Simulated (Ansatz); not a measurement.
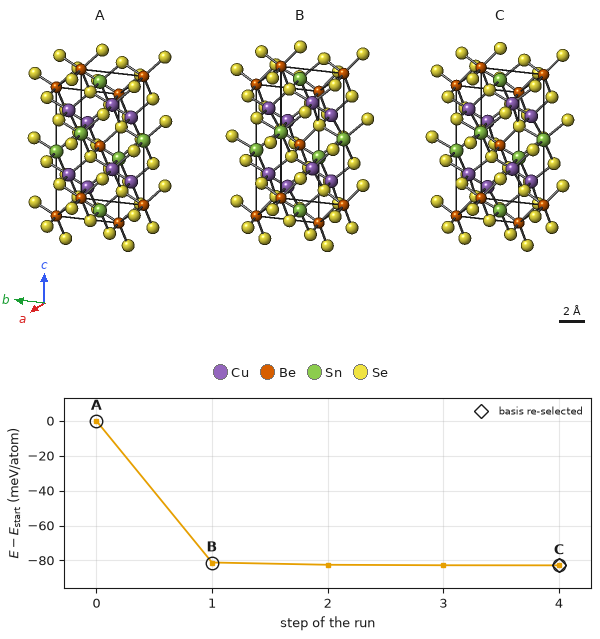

Frames of a relaxation of a crystal of BeCu2SnSe4 (built on the stannite type), marked on the history of the run. A ball-and-stick model of the conventional cell (2 times the calculation's cell), seen from a free direction. Lengths and directions refer to the drawn axes.

Theory: DFT, PBEsol, plane waves, PAW in Ansatz. (plane-wave cutoff 420 eV; k-point mesh 6 × 6 × 6; occupations fermi dirac; smearing width 0.03 eV; no spin polarisation; cell and atoms relaxed; force threshold 0.01 eV/Å; at most 120 steps)

> What happens along the run?

The largest moves relative to the cell, 0.18 Å, are those of Se atoms. Sn and Be and Cu stay in place. The volume changes by +1.2 %, with a = b 5.503 → 5.501 Å (0.0 %), c 11.006 → 11.149 Å (+1.3 %). Among the contacts that change: Se–Sn 2.434 → 2.604 Å, Be–Se 2.371 → 2.246 Å, Cu–Se 2.364 → 2.375 Å. Among the angles between lasting bonds that change: Se–Be–Se 107.1° → 100.1°, Cu–Se–Be 110.5° → 115.8°, Cu–Se–Sn 108.4° → 103.6°. The space group stays I-42m (No. 121). Over 3 accepted moves (4 points after the start) the energy falls by 82.8 meV per atom. Largest force component: 1.3 eV/Å at the start, 0.0024 eV/Å at the end. The pressure goes from 3.62 to −0.04 GPa. The SCF was repeated once at an unchanged geometry on a basis and grid sized afresh for the cell, which shifted the energy by 0.1 meV per atom at most. From step 0 to 1: Se atoms move most (0.18 Å), volume +2.3 %, energy −81.2 meV per atom. From step 1 to 4: Se atoms move most (0.02 Å), volume −1.1 %, energy −1.6 meV per atom.

```csv
step,"E − E(0), meV/atom","largest force component, eV/Å","pressure, GPa","volume, Å³/atom",note
0,0.00,1.3257,3.62,20.832,
1,-81.20,0.1636,-0.71,21.319,
2,-82.50,0.0742,0.20,21.003,
3,-82.78,0.0022,-0.03,21.084,
4,-82.83,0.0024,-0.04,21.084,"same geometry, new basis"
```
